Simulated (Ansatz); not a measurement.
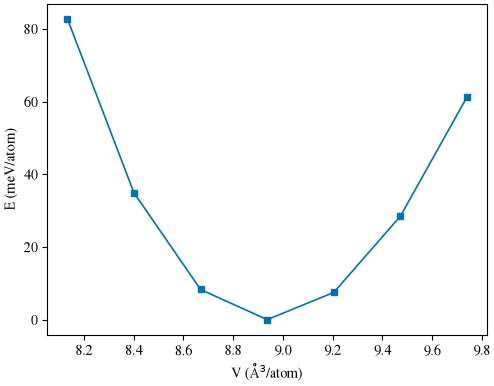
Figure: NbB2 in space group P6/mmm (No. 191; Nb on 1a, B on 2d) under volume change, DFT-LDA in the program Ansatz with PAW potentials, shape and atoms relaxed at each volume.

### Question
What does a third-order Birch–Murnaghan fit give for V₀, B₀ and B′?

### Answer
V₀ = 8.94 Å³/atom, B₀ = 313 GPa, B′ = 4.0.

The first step of the workflow began from a Materials Project structure, measured or hypothetical; the Crystallography Open Database files this formula in space group No. 191, but the cells were not matched. Its standing as an ambient phase is unchecked. The cell was relaxed with LDA under the symmetry of its start; whether a distortion lowers the energy is not shown. No spin polarisation was allowed.

Potentials: the later of the program's two PAW sets.
